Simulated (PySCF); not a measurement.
**C$_{2}$H$_{2}$F$_{4}$, SMILES `FCC(F)(F)F`: what the electrons do**

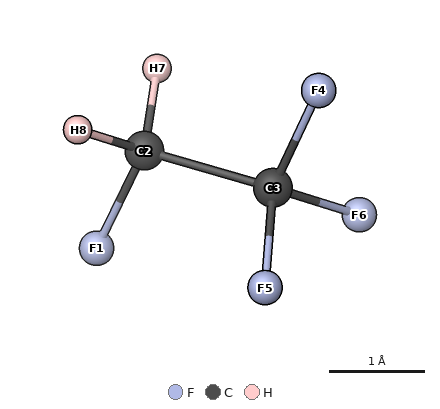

The molecule, with its atoms numbered as below. No frequency check shows the geometry to be a minimum.

Coordinates in Å:

```
F1      -1.9582   -0.1859   -0.0011
C2      -0.9493    0.7232    0.0020
C3       0.4043    0.0088   -0.0003
F4       1.3906    0.9194    0.0067
F5       0.5786   -0.7656    1.0713
F6       0.5819   -0.7523   -1.0795
H7      -1.0316    1.3400   -0.8983
H8      -1.0344    1.3288    0.9111
```

## 1. Bonding charge

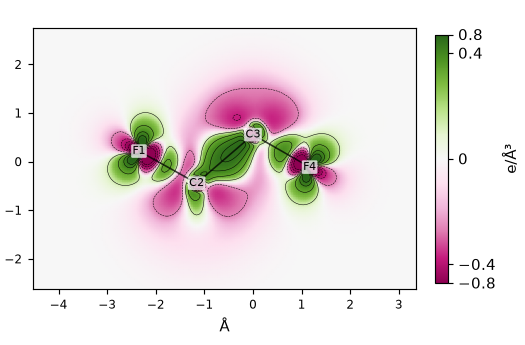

Deformation density (molecule less spherical, spin-averaged free atoms) in the plane of F1, C2, C3 and F4; colour scale in e/Å³, logarithmic beyond ±0.1; green: gain, pink: loss.

Computed with PySCF, TPSS/def2-TZVP, geometry: GFN2-xTB.

Q: How much density has each bond in this plane gained at its critical point, relative to the free atoms?

A: C2–C3: +0.62 e/Å³ at the bond critical point (bond length 1.53 Å, Mayer order 1.0). C3–F4: +0.12 e/Å³ at the bond critical point (bond length 1.34 Å, Mayer order 1.1); up to 0.6 Å beside the axis the gain reaches +0.32 e/Å³. F1–C2: −0.03 e/Å³ at the bond critical point (bond length 1.36 Å, Mayer order 1.0); up to 0.6 Å beside the axis the gain reaches +0.24 e/Å³. In all, 1.7 electrons gather in the regions of gain relative to the promolecule. A small or negative value marks a very polar bond, one between electron-rich atoms, whose free-atom densities already overlap strongly, a long bond to a heavier atom, or a closed-shell contact such as a hydrogen bond.

Q: Where do the Hirshfeld charges lie?

A: The highest Hirshfeld charge is on C3 (+0.24 e), the lowest on F1 (−0.10 e).

## 2. Bond critical points

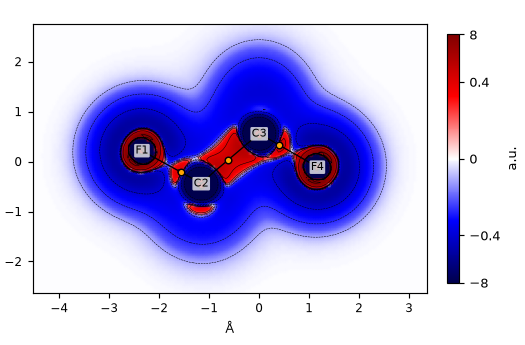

Negative Laplacian of the density (−∇²ρ) in the plane of F1, C2, C3 and F4 (red positive, blue negative, colour scale in a.u., logarithmic beyond ±0.04), with bond paths and bond critical points (dots).

Q: Sort the bonds in the plane by the sign of ∇²ρ at their critical points.

A: Concentrated (∇²ρ < 0): C3–F4 (−0.47 a.u.); C2–C3 (−0.73 a.u.); F1–C2 (−0.17 a.u.). At none is it depleted.

Q: Where along F1–C2 does the critical point lie?

A: 0.90 Å from F1 and 0.46 Å from C2.

## 3. Local ionisation energy

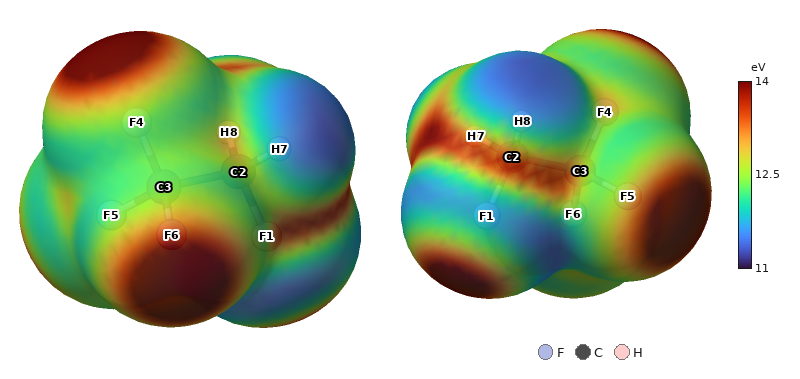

Average local ionisation energy on the surface of electron density 0.001 a.u. (back view left, front view right).

Q: Where are the most loosely bound electrons on this surface?

A: The lowest value is 11.3 eV, 1.3 Å from H8, and at like points elsewhere. Further minima include 11.5 eV, 1.7 Å from F1, and at like points elsewhere; 11.6 eV, 1.7 Å from F1; 12.0 eV, 1.7 Å from F5. For comparison, the highest occupied orbital lies at −8.8 eV.

## 4. Excited states

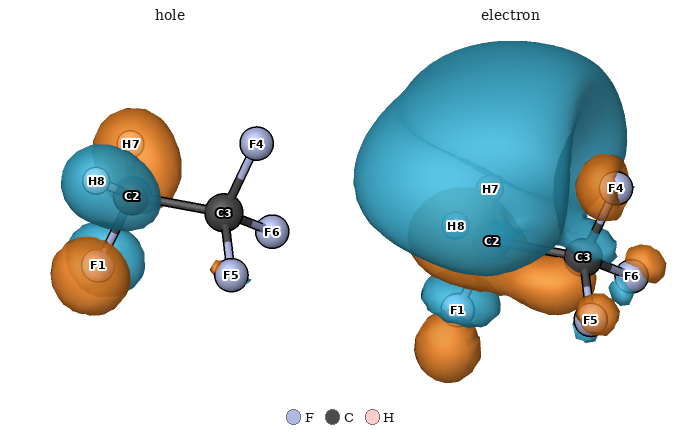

Leading natural transition orbital pair of S₄ (TDA singlet states); the surfaces enclose about 70 % of each orbital's density.

Method: CAM-B3LYP/def2-SVPD; geometry: GFN2-xTB; program: PySCF.

Q: Give its energy and the atoms that hole and electron lie on.

A: 10.70 eV (116 nm), f = 0.033, partly diffuse acceptor orbital; the leading pair carries 99 %; hole on F1 (45 %), C2 (25 %) and H7 and H8 (12 % each), electron on H7 and H8 (21 % each), C2 (20 %) and F4 (16 %) (atom shares of so diffuse an orbital are rough); their centroids lie 1.5 Å apart; S₃ lies within 0.1 eV of it. In canonical orbitals it is mainly HOMO−1 → LUMO+1 (50 %). The HOMO–LUMO gap is 13.39 eV.

## 5. In an electric field

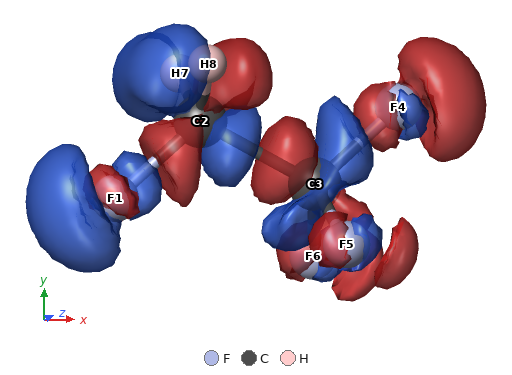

Change of the electron density in a uniform field of 0.10 V/Å, surfaces at ±0.0008 e/Å³ (blue: gain, red: loss).

PySCF calculation, B3LYP/6-311+G**, gas phase; geometry: GFN2-xTB. The basis has diffuse s and p functions alone, which still leaves polarisabilities too small, most of all across bonds.

Q: Along which Cartesian direction does the field point?

A: Along +x: electrons gather on the −x side, against the field.

Q: What dipole is induced, and what polarisability does it imply?

A: The induced dipole is 0.14 D (along the field); α along this axis, from the fields in both directions, is 28 bohr³ (4.2 Å³).

Q: Which atoms gain and lose the most charge?

A: Electrons gather most on F1 (Hirshfeld charge changes by −0.004 e) and leave F4 most (+0.004 e); 0.015 electrons are displaced in all.

## 6. Removing or adding an electron

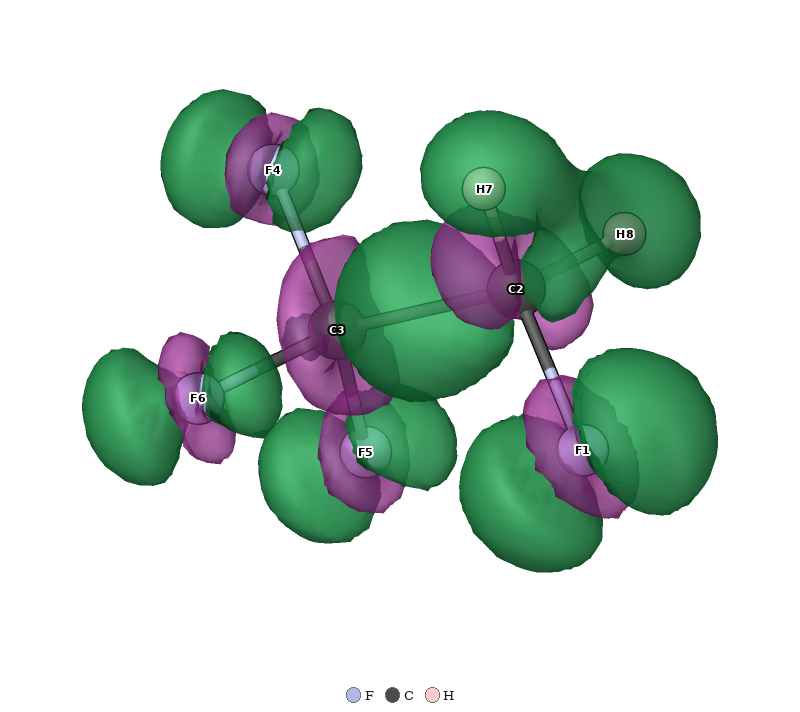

Fukui function f⁻ = ρ(N) − ρ(N−1) at fixed geometry, surfaces at ±0.04 e/Å³ (green positive, purple negative).

Method: PBE0/def2-SVPD; geometry: GFN2-xTB; program: PySCF.

Q: Which atoms respond most to the removal of an electron?

A: f⁻ (Hirshfeld-condensed) is largest on F1 (0.24); the vertical ionisation energy is 13.23 eV (the stability of the cation's solution wasn't checked). Condensed values hint at sites of electrophilic attack but needn't mark the atom that reacts. Orbital relaxation makes it negative in places (0.19 e in all).

## 7. Stretching a bond

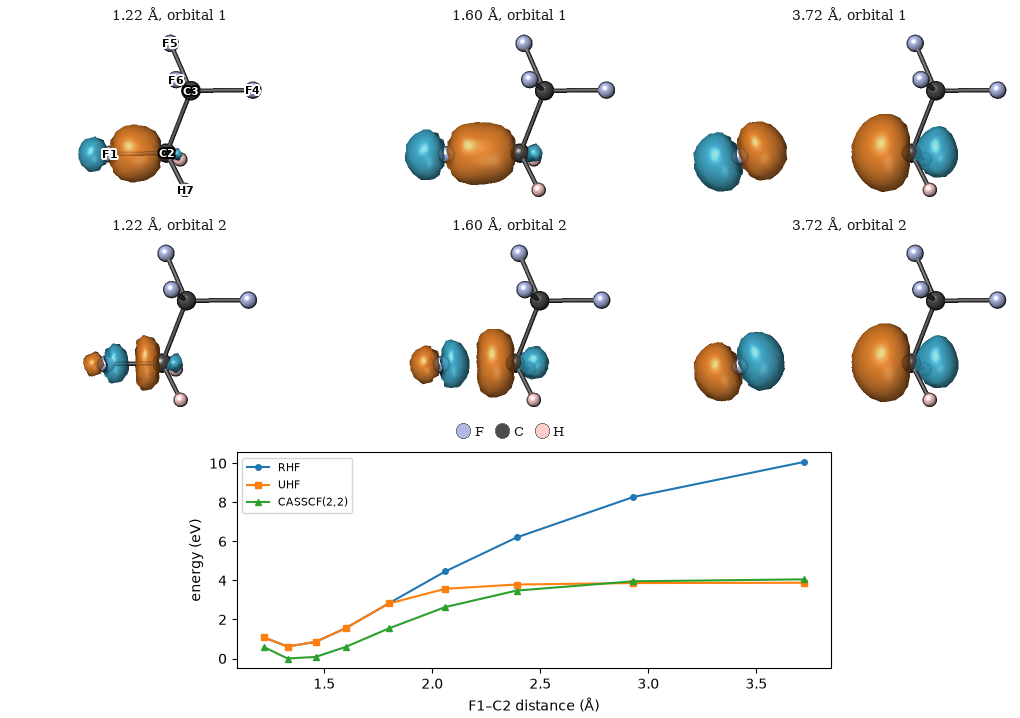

Rigid stretch of the F1–C2 bond. The two CASSCF(2,2) natural orbitals nearest half filling (orbital 1 the more occupied). Below: energies along the scan, from the lowest point of the three curves.

Method: def2-SVP basis; geometry: GFN2-xTB; program: PySCF.

Q: How do the occupations change along the stretch?

A: 1.22 Å: 1.99 and 0.01; 1.60 Å: 1.95 and 0.05; 3.72 Å: 1.06 and 0.94. At the longest distance computed (3.72 Å) they are 1.06 and 0.94, and the effective number of unpaired electrons is 2.0.

Q: Where does the UHF solution part from RHF?

A: Between 1.60 Å (⟨S²⟩ = 0, the two coincide) and 1.80 Å (⟨S²⟩ = 0.12); at 3.72 Å ⟨S²⟩ is 1.01 and UHF lies 6.2 eV below RHF.

Q: How much energy does the stretch cost?

A: By CASSCF, 4.1 eV from the lowest point of the scan (1.33 Å) to 3.72 Å; RHF gives 9.4 eV from its own lowest point. The fragments aren't relaxed and dynamic correlation is missing, so this isn't a bond dissociation energy.
